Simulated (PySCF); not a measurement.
## What a change does: excited-state calculation on C4H8FNSi2

System: C4H8FNSi2, SMILES C[C@@H]1[SiH2][C@H](F)[Si@@H]1C#N.
Method of run 1: TDDFT B97-2/def2-SVPD, vertical, gas phase, core orbitals frozen in the response (PySCF 2.14.0).

The geometry comes from this level: GFN2-xTB. Text and figures count atoms from 1; the logs count them from 0 in places.

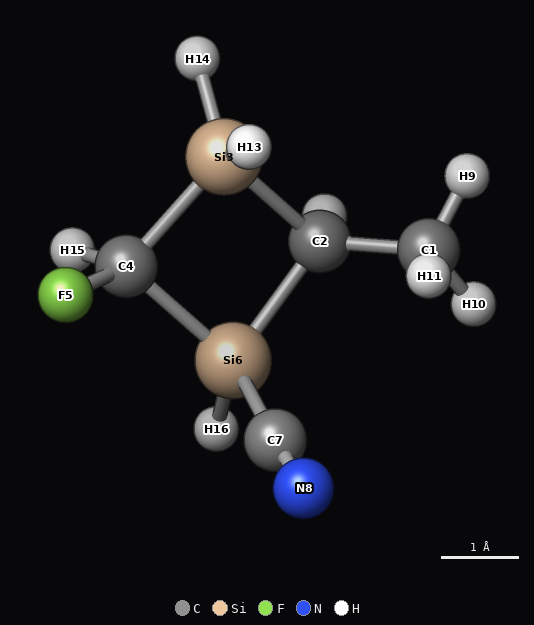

Figure 1. The structure (ball-and-stick view, seen at a tilt; atoms are numbered from 1 in the order of the input). Bond lengths as drawn: C–C 1.53 Å, C–F 1.39 Å, C–H 1.09 Å, C–N 1.15 Å, C–Si 1.86 to 1.94 Å and H–Si 1.46 Å.

**The input, run 1**
```
{"job": {"kind": "uv", "xc": "B97-2", "basis": "def2-SVPD", "nstates": 12, "ntriplets": 0, "tda": false, "scf": {"aux": "def2-qzvpp-jkfit"}}, "charge": 0, "multiplicity": 1}
C      1.823136    -0.753982    -0.474984
C      0.847273     0.398365    -0.260229
Si     0.159301     0.677782     1.526517
C     -1.554711     0.972649     0.659874
F     -2.661023     0.368097     1.242650
Si    -0.918744     0.234116    -1.013362
C     -1.363556    -1.571357    -1.142608
N     -1.605033    -2.687652    -1.226212
H      2.745383    -0.585563     0.078507
H      2.076209    -0.859799    -1.528986
H      1.392208    -1.694050    -0.137680
H      1.323246     1.311657    -0.628351
H      0.147675    -0.533761     2.337523
H      0.690249     1.827428     2.258214
H     -1.821218     2.030595     0.572892
H     -1.287994     0.874418    -2.275175
```

The first line tells a small driver script what to run in PySCF; the rest is the geometry in Å.

Command:
```bash
OMP_NUM_THREADS=1 python <driver script> task.json out
```

Hardware: 1 CPU thread, shared host.

**Output (run 1)**
```
final grid: 134256 points
cycle   1  E = -890.2253484983  dE =  6.576e-01  |g| = 6.024e-01  |ddm| = 5.345e+00
cycle   2  E = -890.0608660862  dE =  1.645e-01  |g| = 1.063e+00  |ddm| = 1.920e+00
cycle   3  E = -890.2985672997  dE = -2.377e-01  |g| = 2.232e-01  |ddm| = 1.194e+00
cycle   4  E = -890.3088954697  dE = -1.033e-02  |g| = 7.123e-02  |ddm| = 2.615e-01
cycle   5  E = -890.3099533879  dE = -1.058e-03  |g| = 1.708e-02  |ddm| = 8.570e-02
cycle   6  E = -890.3100116943  dE = -5.831e-05  |g| = 5.241e-03  |ddm| = 2.387e-02
cycle   7  E = -890.3100178049  dE = -6.111e-06  |g| = 1.262e-03  |ddm| = 8.112e-03
cycle   8  E = -890.3100182170  dE = -4.121e-07  |g| = 2.809e-04  |ddm| = 2.077e-03
cycle   9  E = -890.3100182354  dE = -1.842e-08  |g| = 9.154e-05  |ddm| = 5.929e-04
cycle  10  E = -890.3100182376  dE = -2.240e-09  |g| = 2.187e-05  |ddm| = 1.750e-04
cycle  11  E = -890.3100182378  dE = -1.282e-10  |g| = 6.418e-06  |ddm| = 5.259e-05
converged SCF energy = -890.3100182378

Static polarisability (au): isotropic 100.251, principal 90.179 96.273 114.302

Singlet excitations
state   eV       nm        f      main configurations
  1   5.6431    219.7   0.03319   H->L 0.77, H-1->L 0.17
  2   5.9128    209.7   0.03268   H-1->L 0.73, H->L+1 0.14, H->L 0.09
  3   6.0636    204.5   0.03304   H->L+1 0.73, H-1->L 0.09, H->L 0.09
  4   6.1820    200.6   0.03170   H-2->L 0.88
  5   6.4669    191.7   0.00691   H-1->L+1 0.92
  6   6.5327    189.8   0.00077   H-2->L+1 0.72, H->L+2 0.23
  7   6.6420    186.7   0.01547   H->L+2 0.69, H-2->L+1 0.21
  8   6.9629    178.1   0.01858   H-1->L+2 0.84
  9   7.0459    176.0   0.00400   H-2->L+2 0.60, H-4->L 0.14, H-1->L+2 0.09
 10   7.1201    174.1   0.01090   H-4->L 0.37, H-2->L+2 0.27, H-3->L 0.20
 11   7.2783    170.3   0.01623   H->L+3 0.80
 12   7.4489    166.4   0.00279   H-5->L 0.46, H-4->L+1 0.19
```

For run 2 the input was changed thus:
```diff
-"xc": "B97-2"
+"xc": "wB97X-D"
-"nstates": 12
-"ntriplets": 0
+"nstates": 6
+"ntriplets": 5
-"scf": {"aux": "def2-qzvpp-jkfit"}
+"scf": {"conv": 1e-08}
```

What does this change do to the results?

The total energies belong to different models, so their difference says nothing on which is more stable or more accurate. The HOMO goes from −7.88 to −9.98 eV. The LUMO goes from −1.23 to 0.51 eV. The dipole moment goes from 5.03 to 5.09 D. The lowest excitation goes from 5.64 to 6.01 eV. The strongest computed line goes from 5.64 to 6.52 eV. The functional changes from B97-2 to wB97X-D. The SCF takes 10 iterations against 11.

**Output (run 2)**
```
final grid: 134256 points
cycle   1  E = -890.1816401751  dE =  8.267e-01  |g| = 6.323e-01  |ddm| = 5.227e+00
cycle   2  E = -890.1268009130  dE =  5.484e-02  |g| = 8.798e-01  |ddm| = 1.570e+00
cycle   3  E = -890.2774932014  dE = -1.507e-01  |g| = 9.615e-02  |ddm| = 8.586e-01
cycle   4  E = -890.2790018576  dE = -1.509e-03  |g| = 6.286e-02  |ddm| = 1.686e-01
cycle   5  E = -890.2798105825  dE = -8.087e-04  |g| = 1.117e-02  |ddm| = 7.596e-02
cycle   6  E = -890.2798383705  dE = -2.779e-05  |g| = 3.678e-03  |ddm| = 2.385e-02
cycle   7  E = -890.2798419417  dE = -3.571e-06  |g| = 8.857e-04  |ddm| = 7.275e-03
cycle   8  E = -890.2798422428  dE = -3.011e-07  |g| = 3.040e-04  |ddm| = 2.349e-03
cycle   9  E = -890.2798422784  dE = -3.561e-08  |g| = 7.249e-05  |ddm| = 8.079e-04
cycle  10  E = -890.2798422809  dE = -2.505e-09  |g| = 2.839e-05  |ddm| = 2.008e-04
converged SCF energy = -890.2798422809

Static polarisability (au): isotropic 99.237, principal 89.767 95.359 112.584

Singlet excitations
state   eV       nm        f      main configurations
  1   6.0079    206.4   0.02580   H->L 0.59, H-1->L 0.18, H->L+1 0.10
  2   6.3082    196.5   0.02059   H-1->L 0.63, H->L+1 0.22
  3   6.5210    190.1   0.10242   H->L+1 0.44, H->L 0.30, H-1->L 0.13
  4   6.6291    187.0   0.01608   H-2->L 0.80, H-2->L+1 0.10
  5   6.8674    180.5   0.00957   H-1->L+1 0.74, H-1->L+2 0.12
  6   6.9363    178.7   0.00066   H-2->L+1 0.47, H->L+2 0.22, H-2->L 0.08

Triplet excitations (Tamm-Dancoff, eV): 5.5385 5.8834 6.0415 6.1377 6.2023
```

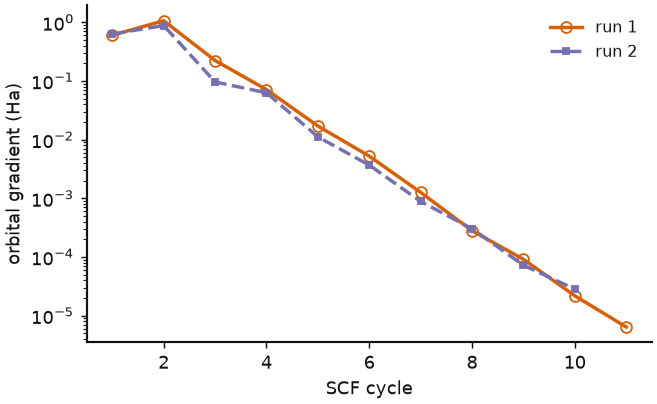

Figure 2. Convergence of the two runs: orbital gradient against the SCF cycle. Run 1 takes 11 cycles in all, and run 2 takes 10.

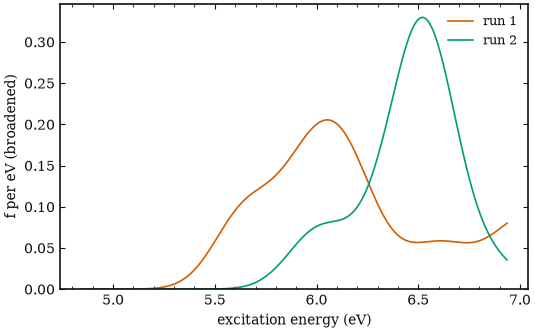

Figure 3. Absorption of the two runs from their computed states, each broadened by a Gaussian of 0.35 eV full width; the range ends where the shorter list of states ends.

**The two runs side by side**

| quantity | run 1 | run 2 |
| --- | --- | --- |
| outcome | converged | converged |
| total energy (hartree) | −890.310018 | −890.279842 |
| HOMO (eV) | −7.88 | −9.98 |
| LUMO (eV) | −1.23 | 0.51 |
| dipole moment (D) | 5.03 | 5.09 |
| lowest excitation (eV) | 5.64 | 6.01 |
| SCF iterations | 11 | 10 |
| strongest computed line (eV) | 5.64 | 6.52 |
| basis functions | 235 | 235 |
| wall time (shared host) | 2.1 min | 2.5 min |
